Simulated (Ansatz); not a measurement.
A series of calculations on C$_{3}$H$_{6}$N$_{2}$O

## 1. Relaxation

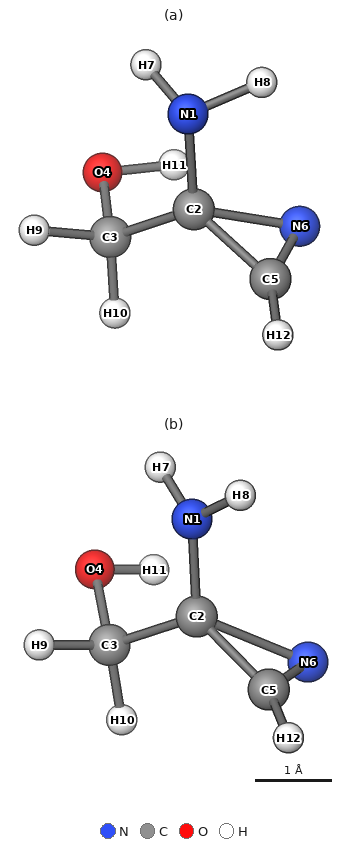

The structure of C₃H₆N₂O before (top) and after (bottom) a relaxation, at one scale.

The picture is a ball-and-stick view, seen from a free direction.

The run prepares an end point of a later path (torsion) calculation, from a guessed geometry.

All numbers below come from RKS PBE0/6-31G (Ansatz).

The input:
```yaml
crystal:
  periodic: [false, false, false]
  atoms:
    - { symbol: "N", position_ang: [-0.1318, 1.3233, 0.8217] }
    - { symbol: C, position_ang: [0.164, 0.3323, -0.1714] }
    - { symbol: C, position_ang: [0.5128, -1.0381, 0.2953] }
    - { symbol: O, position_ang: [-0.5011, -1.6159, 0.9685] }
    - { symbol: C, position_ang: [0.3197, 0.76, -1.5335] }
    - { symbol: "N", position_ang: [-0.8513, 0.401, -1.3064] }
    - { symbol: H, position_ang: [-0.4641, 0.9049, 1.6703] }
    - { symbol: H, position_ang: [-0.9855, 1.8509, 0.4609] }
    - { symbol: H, position_ang: [1.3809, -0.9705, 1.0608] }
    - { symbol: H, position_ang: [0.8421, -1.693, -0.4943] }
    - { symbol: H, position_ang: [-1.3409, -1.4863, 0.3889] }
    - { symbol: H, position_ang: [1.1321, 1.1762, -2.1267] }
basis:
  gaussian: { orbitals: "6-31G" }
hamiltonian:
  xc: pbe0
relax:
  f_tol: 0.015
  max_steps: 40
```

Command:
```bash
ansatz run input.yaml --threads 1 --pin off --max-ram 2048MiB --backend cpu --events-out ev --progress --plain --runs-dir out
```

Describe what moved and what it gained.

The atom that moves furthest after the best rigid fit is H8 (0.62 Å). By element the largest moves are H 0.62 Å, N 0.38 Å, O 0.19 Å, C 0.07 Å. Among the contacts that change: C2–N6 1.524 → 1.711 Å, C3–O4 1.347 → 1.450 Å, C3–H9 1.159 → 1.093 Å, N1–H8 1.066 → 1.004 Å. Among the angles between lasting bonds that change: N6–C5–H12 155.7° → 137.6°, C2–N1–H8 105.8° → 120.8°, H7–N1–H8 103.1° → 118.0°. Over 10 accepted moves (12 points after the start) the energy falls by 23.7 kcal/mol. The largest force component goes from 5 to 0.0045 eV/Å. The line search rejected the trial steps at points 4, 11 of the run. Cost: 67 s on 1 thread of AMD EPYC 7R43 64-Core Processor (Zen 3), on a shared host, peak memory 0.17 GiB.

## 2. Relaxation

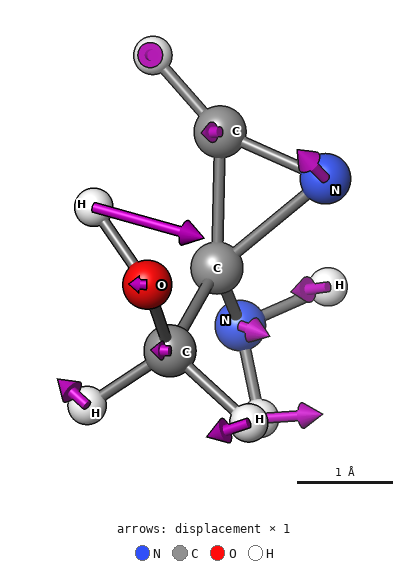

A relaxation of C₃H₆N₂O. The starting structure is drawn; purple arrows show the displacements, at their true length. The two geometries are superimposed by the best rigid fit.

A ball-and-stick model, seen from a free direction.

The run prepares an end point of a later path (torsion) calculation, from a guessed geometry.

Level of theory: RKS PBE0/6-31G (Ansatz). Settings: no spin polarisation; force threshold 0.015 eV/Å; at most 40 steps.

Question: What did the optimiser do to the structure, and how much energy did it gain?

Answer: An H atom moves most after the best rigid fit: 1.33 Å. By element the largest moves are H 1.33 Å, N 0.55 Å, C 0.27 Å, O 0.21 Å. Some distances before and after: C–N 1.524 → 1.667 Å, C–O 1.347 → 1.428 Å, H–N 1.066 → 1.005 Å, C–H 1.159 → 1.103 Å. Among the angles between lasting bonds that change: N–C–H 155.7° → 137.9°, C–N–H 105.8° → 119.8°, H–N–H 103.1° → 116.0°. Groups turn about C–O by about 90°, C–C by about 30°. After 31 accepted moves (34 points after the start) the energy has fallen by 27.5 kcal/mol. Largest force component: 4.3 eV/Å at the start, 0.011 eV/Å at the end. The line search rejected the trial steps at points 15, 26, 30 of the run. The forces were under the threshold at step 16, but the run went on from there. The run took 3.9 min on 1 thread of AMD EPYC 7R43 64-Core Processor (Zen 3), with other jobs on the host, peak memory 0.17 GiB.

## 3. Path

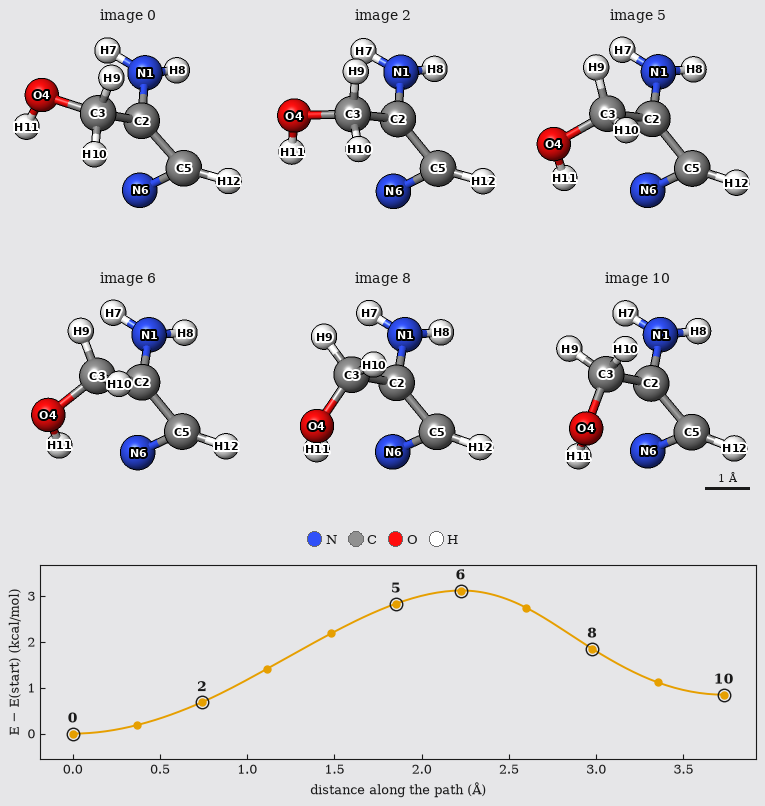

NEB run on C3H6N2O. Images are numbered from 0 (start) to 10 (end). A ball-and-stick model, seen from a free direction.

Method: RKS PBE0/6-31G in Ansatz. Set-up: 9 movable images; climbing image; force threshold 0.05 eV/Å; iteration limit 17; starting path through a guess of the saddle point.

**Read off the barrier and say what moves.**

The motion is a rotation about the C2–C3 bond by about 105°, with a turn of about 110° about C3–O4. No bond forms or breaks between the ends. Among the angles between lasting bonds that change up to the highest image: O4–C3–H9 104.8° → 108.1°, N1–C2–C3 113.9° → 117.2°. Forward barrier 3.12 kcal/mol, backward barrier 2.27 kcal/mol, with image 6 at the top; the reaction energy is +0.85 kcal/mol. The band converged in 13 iterations. The largest component of the band force went from 7.2 to 0.037 eV/Å. The climbing image converged on the top of the path. Its vibrational analysis gives one imaginary mode (110i cm⁻¹), as a transition state must have.

The run took 11 min on 1 thread of AMD EPYC 7R43 64-Core Processor (Zen 3) (shared host), peak memory 0.16 GiB.
